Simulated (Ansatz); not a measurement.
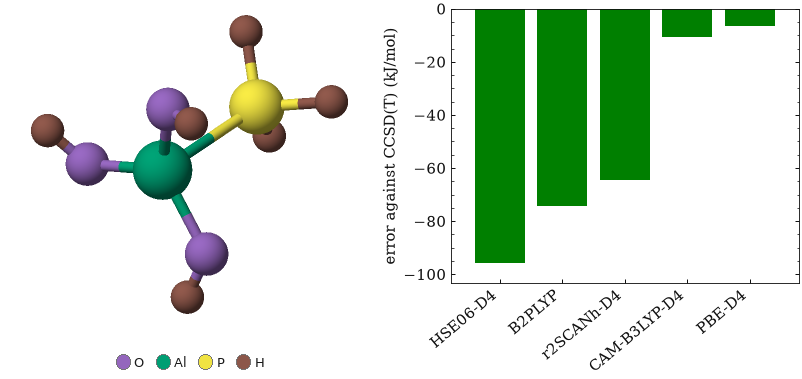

Error in the electronic atomisation energy (method less reference, so positive means overbinding) of AlPH₆O₃, SMILES [OH][Al-]([OH])([OH])[PH3+], singlet: functionals in def2-TZVPP against frozen-core CCSD(T) at the limit (MP2 extrapolated from triple and quadruple zeta, plus CCSD(T) less MP2 in a smaller set), which gives 3876.3 kJ/mol, at a PBE0-D4/def2-TZVP geometry (a minimum by its frequencies), no zero-point or spin-orbit term, the Ansatz code 0.2.0. The reference leaves out core correlation, a term that grows with the number of heavy atoms. B2PLYP holds a correlation term that converges slowly with the basis, so part of the distance to the limit is basis error. No dispersion term is added to B2PLYP.

### What range do the values span?

From −95.8 kJ/mol (HSE06-D4) to −6.6 kJ/mol (PBE-D4).

### Which of these levels overbind, and which underbind?

Overbind: none clearly. Underbind: HSE06-D4, B2PLYP and r2SCANh-D4. Within 25 kJ/mol of zero, too close to call in view of what the reference leaves out: CAM-B3LYP-D4 and PBE-D4.
